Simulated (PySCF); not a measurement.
C$_{7}$H$_{11}$FSi

| atom | x (Å) | y (Å) | z (Å) |
| --- | --- | --- | --- |
| C | 3.5198 | 0.0531 | 0.0739 |
| C | 2.2794 | -0.2849 | 0.4285 |
| C | 1.1139 | 0.6375 | 0.4072 |
| F | 1.5119 | 1.9465 | 0.1664 |
| Si | -0.1612 | 0.1838 | -0.9490 |
| C | -1.0037 | -1.4741 | -0.5663 |
| C | -2.3169 | -1.0169 | 0.0178 |
| C | -2.6589 | 0.2781 | -0.0714 |
| C | -1.7188 | 1.2419 | -0.7488 |
| H | 4.3326 | -0.6760 | 0.0958 |
| H | 3.7532 | 1.0743 | -0.2371 |
| H | 2.0530 | -1.3105 | 0.7448 |
| H | 0.5984 | 0.6126 | 1.3874 |
| H | 0.5274 | 0.2779 | -2.2693 |
| H | -1.1605 | -2.0806 | -1.4766 |
| H | -0.4389 | -2.1177 | 0.1291 |
| H | -2.9858 | -1.7428 | 0.4938 |
| H | -3.6141 | 0.6352 | 0.3300 |
| H | -2.1238 | 1.5921 | -1.7149 |
| H | -1.5385 | 2.1487 | -0.1473 |

Geometry: PBE0-D3(BJ)/def2-SVP.

Method: PySCF 2.14.0, PBE0/pcSseg-1, SCF density, gas phase, non-relativistic.

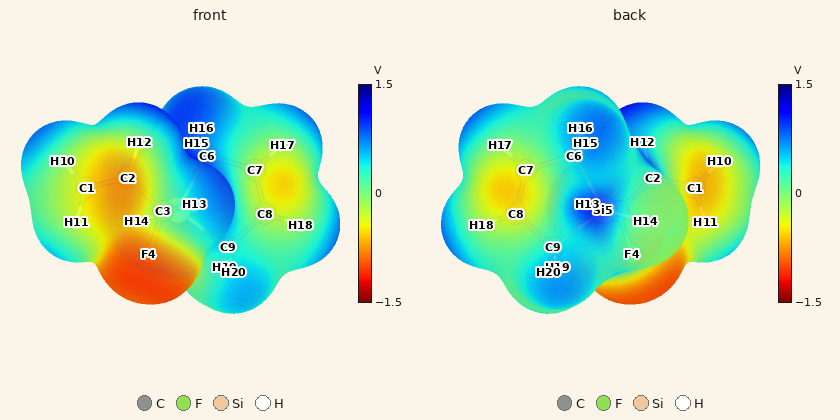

Figure 1. The molecular electrostatic potential painted on the density surface at 0.002 e/bohr³, seen from the front and from behind; red is negative and blue positive.

### Which sites attract a positive test charge, and which a negative one?

A positive charge is drawn to the negative regions and a negative charge to the positive ones. The most negative region (about −1.1 V, or −25 kcal/mol for a unit charge) lies over F4, the most positive (about +1.0 V, or +23 kcal/mol for a unit charge) over C2, C3, Si5 and H12.

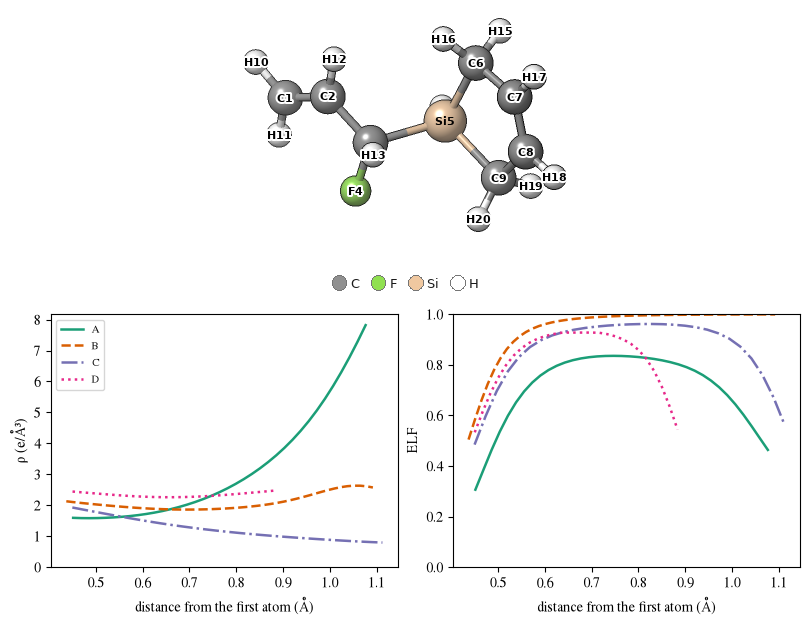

Figure 2. Electron density and electron localisation function along straight lines between neighbouring atoms. The curves leave out the atomic cores. The structure is drawn too.

### Which curve belongs to which contact (C–C, C–F, C–H and C–Si)? The first atom named is at distance zero.

Curve A: C–F (1.39 Å): ρ is about 2 e/Å³ halfway, with its minimum of 1.6 e/Å³ about 0.5 Å from C; the ELF peaks at about 0.85 between the atoms, as expected for a shared but strongly polarised pair. Curve B: C–H (1.09 Å): ρ is about 2 e/Å³ halfway; the ELF climbs to about 1 towards the hydrogen, as it does in any bond to H; a covalent bond by its length. Curve C: C–Si (1.89 Å): the density is about 0.93 e/Å³ at the midpoint; the ELF peaks at about 0.95 between the atoms (localised, covalent bonding). Curve D: C–C (1.33 Å): ρ at the midpoint is about 2.3 e/Å³; the ELF peaks at about 0.95 between the atoms (a multiple bond).
